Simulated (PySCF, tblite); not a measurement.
# C7H6N radical: geometry, infrared bands and EPR parameters

What infrared bands and EPR parameters should C7H6N radical (`[H]/[C]=C(/C#CC#N)CC`) show?

Computed with tblite 0.8.0 and PySCF 2.14.0, with density-fitted response routines of our own, on a single molecule in the gas phase. Atoms count from 0, in the outputs and in this text.

## Step 1: The starting structure

14 atoms, charge 0, multiplicity 2; geometry from: force field or distance geometry start.

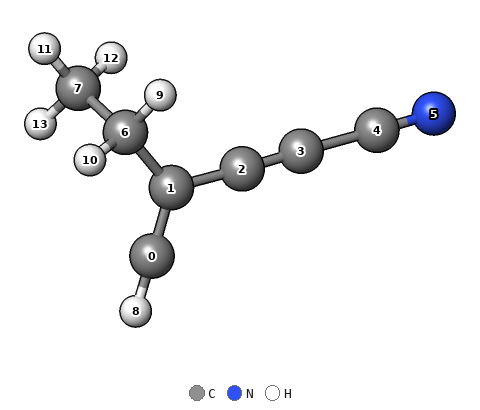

The starting geometry (carbon grey, nitrogen blue, hydrogen white), atoms numbered.

## Step 2: Geometry optimisation with GFN2-xTB

Job settings and geometry (Å):

```
{"job": {"kind": "relax", "xc": "GFN2-xTB", "basis": "xTB"}, "charge": 0, "multiplicity": 2}
C      0.744400    -1.910800     0.210200
C      0.308500    -0.671400     0.221700
C      1.275100     0.308100    -0.147400
C      2.064800     1.155200    -0.482100
C      3.091300     2.217300    -0.880800
N      3.858400     3.027400    -1.202700
C     -1.077700    -0.271600     0.637400
C     -2.012900    -0.171800    -0.547500
H      1.086500    -2.919300     0.195200
H     -1.054700     0.690100     1.164800
H     -1.484400    -1.001900     1.357200
H     -3.024400     0.111000    -0.217100
H     -1.677500     0.574500    -1.261000
H     -2.097800    -1.137300    -1.075000
```

Command:

```
$ OMP_NUM_THREADS=1 python probes_run.py task.json out
```

The driver reads the jobs from task.json and runs them one after another.

Log:

```text
step      E/eV     max force
  0    -563.59922    4.885
  1    -563.82510    5.345
  2    -564.04818    1.415
  3    -564.09435    1.273
  4    -564.10424    2.016
  5    -564.13257    0.567
  6    -564.14138    0.434
  7    -564.15217    0.239
  8    -564.16016    0.255
  9    -564.16321    0.160
 10    -564.16569    0.121
 11    -564.16676    0.116
 12    -564.16808    0.114
 13    -564.16926    0.112
 14    -564.17067    0.095
 15    -564.17202    0.102
 16    -564.17313    0.076
 17    -564.17389    0.066
 18    -564.17453    0.075
 19    -564.17527    0.094
 20    -564.17618    0.116
 21    -564.17724    0.131
 22    -564.17876    0.143
 23    -564.18162    0.212
 24    -564.18682    0.314
 25    -564.19621    0.397
 26    -564.20995    0.550
 27    -564.20054    1.058
 28    -564.23117    0.252
 29    -564.23527    0.165
 30    -564.24045    0.160
 31    -564.24889    0.231
 32    -564.25184    0.166
 33    -564.25548    0.129
 34    -564.25823    0.154
 35    -564.26166    0.162
 36    -564.26388    0.126
 37    -564.26528    0.074
 38    -564.26629    0.084
 39    -564.26730    0.085
 40    -564.26808    0.075
 41    -564.26861    0.079
 42    -564.26914    0.081
 43    -564.27003    0.108
 44    -564.27125    0.111
 45    -564.27245    0.085
 46    -564.27344    0.078
 47    -564.27441    0.093
 48    -564.27579    0.112
 49    -564.27762    0.131
 50    -564.27944    0.119
 51    -564.28089    0.120
 52    -564.28218    0.099
 53    -564.28351    0.106
 54    -564.28458    0.095
 55    -564.28516    0.070
 56    -564.28548    0.055
 57    -564.28583    0.063
 58    -564.28624    0.068
 59    -564.28657    0.047
 60    -564.28673    0.027
 61    -564.28680    0.023
 62    -564.28689    0.029
 63    -564.28700    0.032
 64    -564.28712    0.027
 65    -564.28722    0.031
 66    -564.28734    0.031
 67    -564.28754    0.045
 68    -564.28784    0.053
 69    -564.28814    0.050
 70    -564.28837    0.054
 71    -564.28856    0.040
 72    -564.28877    0.039
 73    -564.28899    0.037
 74    -564.28920    0.059
 75    -564.28940    0.036
 76    -564.28963    0.040
 77    -564.28998    0.056
 78    -564.29048    0.083
 79    -564.29102    0.093
 80    -564.29149    0.059
 81    -564.29188    0.039
 82    -564.29219    0.036
 83    -564.29241    0.048
 84    -564.29252    0.038
 85    -564.29257    0.017
 86    -564.29260    0.015
 87    -564.29263    0.024
 88    -564.29268    0.037
 89    -564.29275    0.046
 90    -564.29285    0.033
 91    -564.29299    0.032
 92    -564.29315    0.033
 93    -564.29332    0.036
 94    -564.29348    0.044
 95    -564.29371    0.045
 96    -564.29409    0.056
 97    -564.29459    0.047
 98    -564.29511    0.054
 99    -564.29536    0.038
100    -564.29554    0.030
101    -564.29563    0.021
102    -564.29571    0.024
103    -564.29582    0.034
104    -564.29598    0.040
105    -564.29618    0.043
106    -564.29635    0.075
107    -564.29650    0.036
108    -564.29662    0.030
109    -564.29677    0.047
110    -564.29687    0.039
111    -564.29695    0.018
112    -564.29699    0.014
113    -564.29701    0.014
114    -564.29705    0.012
115    -564.29708    0.014
116    -564.29709    0.012
117    -564.29711    0.014
118    -564.29713    0.014
119    -564.29718    0.024
120    -564.29726    0.038
121    -564.29738    0.040
122    -564.29747    0.024
123    -564.29751    0.010
124    -564.29752    0.008
```

Wall time 0.75 s (1 thread of Arm Neoverse V1, shared host); peak memory 0.16 GiB.

Relaxation path: (not every step is listed)

| step | energy from step 0 (eV) | largest force (eV/Å) |
| --- | --- | --- |
| 0 | 0.0000 | 4.8852 |
| 1 | -0.2259 | 5.3453 |
| 2 | -0.4490 | 1.4153 |
| 3 | -0.4951 | 1.2731 |
| 4 | -0.5050 | 2.0160 |
| 5 | -0.5334 | 0.5670 |
| 6 | -0.5422 | 0.4339 |
| 7 | -0.5530 | 0.2390 |
| 8 | -0.5609 | 0.2548 |
| 19 | -0.5761 | 0.0944 |
| 30 | -0.6412 | 0.1599 |
| 41 | -0.6694 | 0.0794 |
| 52 | -0.6830 | 0.0993 |
| 63 | -0.6878 | 0.0323 |
| 74 | -0.6900 | 0.0588 |
| 85 | -0.6934 | 0.0166 |
| 96 | -0.6949 | 0.0556 |
| 107 | -0.6973 | 0.0365 |
| 118 | -0.6979 | 0.0136 |
| 119 | -0.6980 | 0.0239 |
| 120 | -0.6980 | 0.0381 |
| 121 | -0.6982 | 0.0396 |
| 122 | -0.6983 | 0.0237 |
| 123 | -0.6983 | 0.0102 |
| 124 | -0.6983 | 0.0081 |

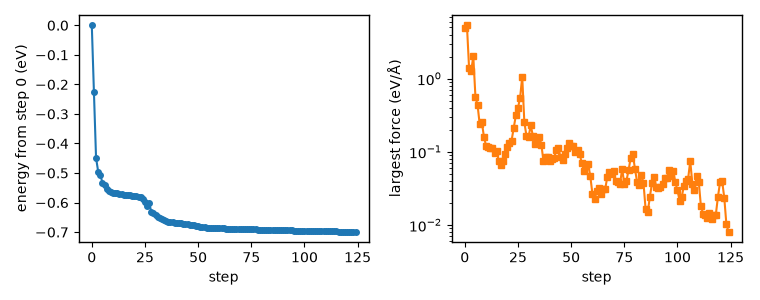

Energy and force, step by step.

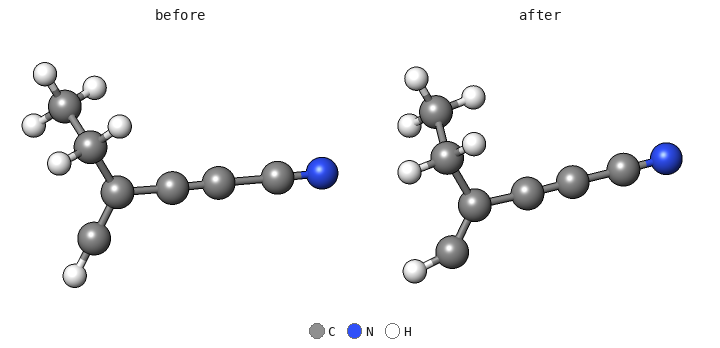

The geometry before (left) and after (right).

Distances of close pairs at the start and the end, largest changes first:

| bond | before (Å) | after (Å) | change (Å) |
| --- | --- | --- | --- |
| C3–C4 | 1.530 | 1.359 | -0.171 |
| C1–C6 | 1.501 | 1.535 | +0.034 |
| C7–H13 | 1.103 | 1.088 | -0.016 |
| C1–C2 | 1.425 | 1.410 | -0.014 |
| C7–H11 | 1.101 | 1.088 | -0.013 |
| C6–H10 | 1.103 | 1.091 | -0.012 |
| C4–N5 | 1.161 | 1.150 | -0.011 |
| C0–C1 | 1.314 | 1.303 | -0.011 |

The next job starts from the end point, and lists it.

## Step 3: Infrared spectrum with GFN2-xTB

Job settings and geometry (Å):

```
{"job": {"kind": "ir", "xc": "GFN2-xTB", "basis": "xTB"}, "charge": 0, "multiplicity": 2}
C      0.881186    -2.054300     0.353362
C      0.440565    -0.830606     0.272661
C      1.251276     0.229249    -0.184003
C      1.919590     1.165924    -0.565118
C      2.675025     2.209849    -0.995666
N      3.307417     3.098927    -1.360165
C     -0.988228    -0.409852     0.643424
C     -1.751611     0.026519    -0.599716
H      0.510711    -3.006314     0.651507
H     -0.920913     0.415112     1.356275
H     -1.490584    -1.250364     1.123972
H     -2.762384     0.323975    -0.328110
H     -1.258843     0.870180    -1.078177
H     -1.813885    -0.788770    -1.317390
```

Log:

```text
mode    cm-1     km/mol
  1      50.1      0.53
  2      78.1      0.99
  3     107.2      2.61
  4     172.1      5.19
  5     202.5      1.25
  6     221.9      2.92
  7     281.3      3.00
  8     313.6      2.27
  9     463.1      9.39
 10     477.5     10.16
 11     495.0      2.77
 12     565.0      4.26
 13     600.5     13.42
 14     677.9     24.47
 15     740.2     34.33
 16     823.5      5.48
 17     910.9      9.61
 18    1037.8      9.29
 19    1064.9      0.31
 20    1085.6      2.67
 21    1225.3      0.74
 22    1238.6      1.55
 23    1290.4      7.64
 24    1409.3      2.94
 25    1463.4      0.58
 26    1489.2      4.89
 27    1497.0      2.71
 28    1672.6     15.48
 29    2276.1     22.58
 30    2347.5    366.44
 31    2970.1     19.27
 32    2995.7     22.96
 33    3029.9     29.82
 34    3037.2     33.83
 35    3041.2     19.46
 36    3206.5     10.05
```

Run time: 0.4 s. Hardware: 1 thread of Arm Neoverse V1, shared host; peak memory 0.17 GiB.

The strongest bands and the atoms that carry them (share of the mass-weighted mode):

| cm⁻¹ | km/mol | atoms |
| --- | --- | --- |
| 678 | 24.5 | H8 80 %, C0 11 % |
| 740 | 34.3 | H8 41 %, C0 24 %, C6 14 % |
| 2276 | 22.6 | C2 44 %, C3 38 % |
| 2348 | 366.4 | C4 53 %, N5 29 %, C3 13 % |
| 2996 | 23.0 | H10 90 % |
| 3030 | 29.8 | H11 87 % |
| 3037 | 33.8 | H13 57 %, H12 31 % |
| 3041 | 19.5 | H12 60 %, H13 31 % |

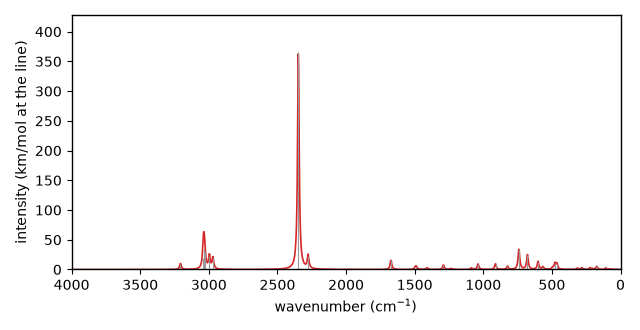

The infrared spectrum from these modes, unscaled. Lines are broadened to a width of 14 cm⁻¹ (Lorentzian).

## Step 4: g tensor and hyperfine couplings: B3LYP/pcH-1

The job, as its differences from that of step 3:

```diff
@@ -1,2 +1,2 @@
-{"job": {"kind": "ir", "xc": "GFN2-xTB", "basis": "xTB"}, "charge": 0, "multiplicity": 2}
+{"job": {"kind": "epr", "basis": "pcH-1"}, "charge": 0, "multiplicity": 2}
 C      0.881186    -2.054300     0.353362
```

Level: UKS B3LYP, pcH-1 on C H N, non-relativistic, mean-field spin-orbit, GIAO.

Log:

```text
UKS, coarse grid
  cycle   1  E = -324.88525077  |g| = 3.57e-01
  cycle   2  E = -324.73701392  |g| = 6.72e-01
  cycle   3  E = -324.93750304  |g| = 1.66e-01
  cycle   4  E = -324.94967419  |g| = 5.13e-02
  cycle   5  E = -324.95072361  |g| = 2.89e-02
  cycle   6  E = -324.95112390  |g| = 1.03e-02
  cycle   7  E = -324.95118541  |g| = 4.55e-03
  cycle   8  E = -324.95120813  |g| = 2.81e-03
  cycle   9  E = -324.95122260  |g| = 1.26e-03
  cycle  10  E = -324.95122903  |g| = 6.57e-04
UKS, final grid
  cycle   1  E = -324.95127136  |g| = 7.12e-04
  cycle   2  E = -324.95127114  |g| = 1.30e-03
  cycle   3  E = -324.95127200  |g| = 4.08e-04
  cycle   4  E = -324.95127214  |g| = 1.93e-04
  cycle   5  E = -324.95127237  |g| = 1.39e-04
  cycle   6  E = -324.95127238  |g| = 3.69e-05
  cycle   7  E = -324.95127238  |g| = 1.99e-05
E = -324.95127238 Eh   <S^2> = 0.7641 (exact 0.7500)
g shifts (ppm)      1          2          3
  rmc          -153       -153       -153
  gc             29         11        -19
  oz_so        -478        -16        471
  total        -602       -158        299
hyperfine (MHz)  atom isotope    a_iso     a_fc   dipolar eigenvalues
    0   13C     329.03     329.03    -86.38    -58.79    145.17
    1   13C     -26.70     -26.70    -21.55      2.27     19.28
    2   13C      69.03      69.03     -3.70      0.35      3.35
    3   13C      -0.29      -0.29     -7.01      1.71      5.30
    4   13C       4.24       4.24     -0.95     -0.02      0.97
    5   14N      -0.50      -0.50     -1.53      0.43      1.10
    6   13C      64.80      64.80     -8.67     -7.55     16.22
    7   13C      -4.80      -4.80     -0.63     -0.50      1.12
    8    1H      34.25      34.25    -33.42     -8.78     42.20
    9    1H       2.90       2.90     -4.32     -1.13      5.45
   10    1H      -2.48      -2.48     -6.46     -1.60      8.05
   11    1H       7.52       7.52     -1.16     -0.68      1.85
   12    1H       0.19       0.19     -1.42     -1.00      2.42
   13    1H       2.13       2.13     -1.88     -1.35      3.23
```

Wall time 75 s (1 thread of Arm Neoverse V1, shared host); peak memory 0.94 GiB.

Principal g values 2.00172, 2.00216, 2.00262; g(iso) = 2.00217, against 2.00232 for a free electron.

Mean a(iso) over the nuclei that a row names, and the largest dipolar term of the row (other rows stand at the frozen geometry):

| nuclei | isotope | a(iso) (MHz) | a(iso) (G, at g = 2.0023) | largest dipolar term (MHz) |
| --- | --- | --- | --- | --- |
| C0 | 13C | 329.0 | 117.4 | 145.2 |
| C2 | 13C | 69.0 | 24.6 | -3.7 |
| C6 | 13C | 64.8 | 23.1 | 16.2 |
| H8 | 1H | 34.3 | 12.2 | 42.2 |
| C1 | 13C | -26.7 | -9.5 | -21.5 |
| C7 | 13C | -4.8 | -1.7 | 1.1 |
| C4 | 13C | 4.2 | 1.5 | 1.0 |
| H11, H12, H13 | 1H | 3.3 | 1.2 | 3.2 |
| N5 | 14N | -0.5 | -0.2 | -1.5 |
| C3 | 13C | -0.3 | -0.1 | -7.0 |
| H9, H10 | 1H | 0.2 | 0.1 | 8.1 |

Mulliken spin populations:

C0 1.08; C1 -0.16; C2 0.06; C3 -0.05; C4 0.01; N5 -0.02; C6 0.07; C7 0.00; H8 0.00; H9 0.00; H10 0.00; H11 0.00; H12 0.00; H13 0.00

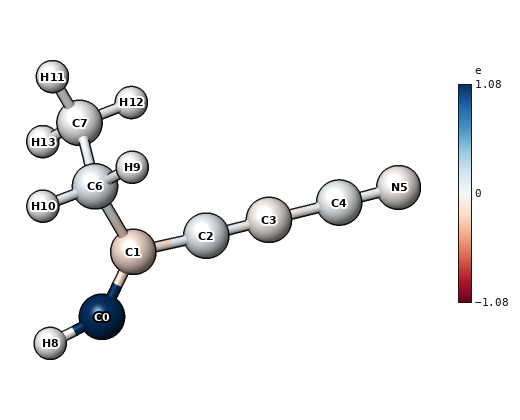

Mulliken spin populations, as colours on the atoms.

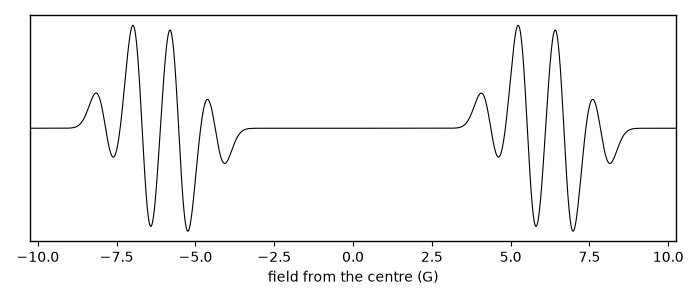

First-order isotropic spectrum (first derivative, main isotopes with spin only, couplings over 0.8 MHz, Gaussian width 0.3 G; couplings of the frozen geometry, rotation of groups not averaged beyond the rows shown).

The fields below are evaluated on a grid from the run's orbitals.

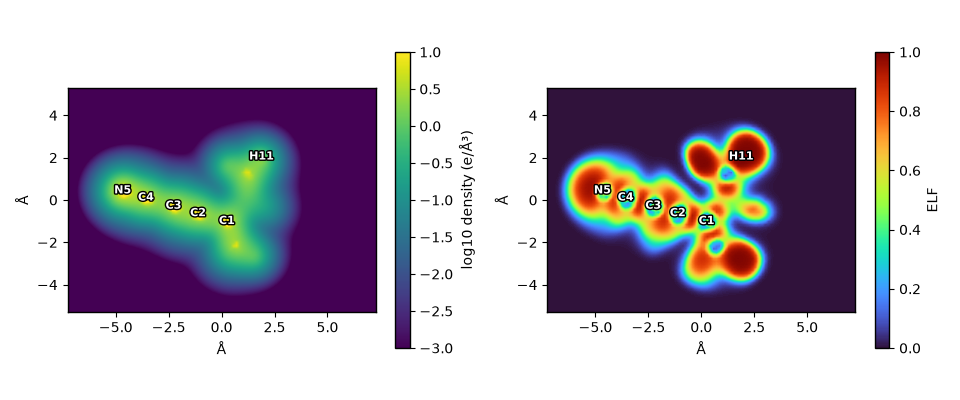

Density (left) and ELF (right) in a plane through or near 6 of the atoms.

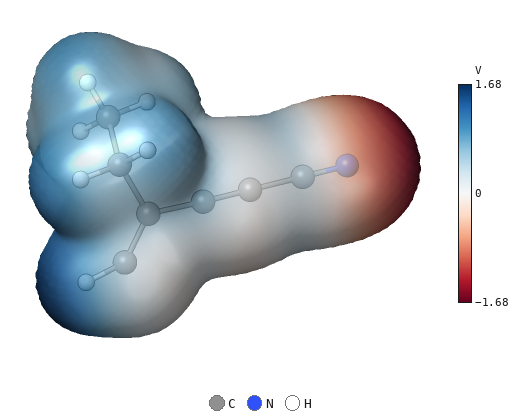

The potential that a unit positive charge feels on the 0.002 e/bohr³ surface, from -1.68 V near N5 to 1.61 V near H8.

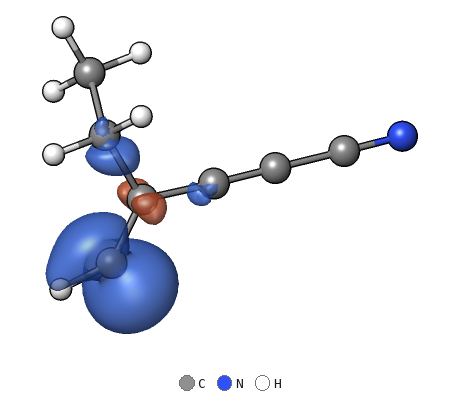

Spin density at ±0.05 e/Å³ (alpha excess blue, beta excess red).

## Step 5: Summary of results

```
                                 quantity                  value
strongest single infrared mode (GFN2-xTB)  2348 cm⁻¹, 366 km/mol
             zero-point energy (GFN2-xTB)          63.7 kcal/mol
                           g(iso) (B3LYP)                2.00217
                                     ⟨S²⟩     0.764 (exact 0.75)
       largest a(iso) (averaged by class)   13C on C0, 329.0 MHz
    surface potential, least and greatest     -1.68 V and 1.61 V
```

**Reading.** The optimisation took 124 steps and gained 0.698 eV; among the close pairs (by a distance rule), C3–C4 changed most, from 1.530 to 1.359 Å. All 36 modes are real, so the xTB geometry is a minimum. The strongest single mode, at 2348 cm⁻¹, moves mainly C4 and N5. GFN2-xTB is a fitted tight-binding method: band positions and strengths are rough. Its intensities can rank the bands wrongly. Most of the unpaired spin sits on C0 (1.08 e). The isotropic g lies 0.2 ppt below the free-electron value.
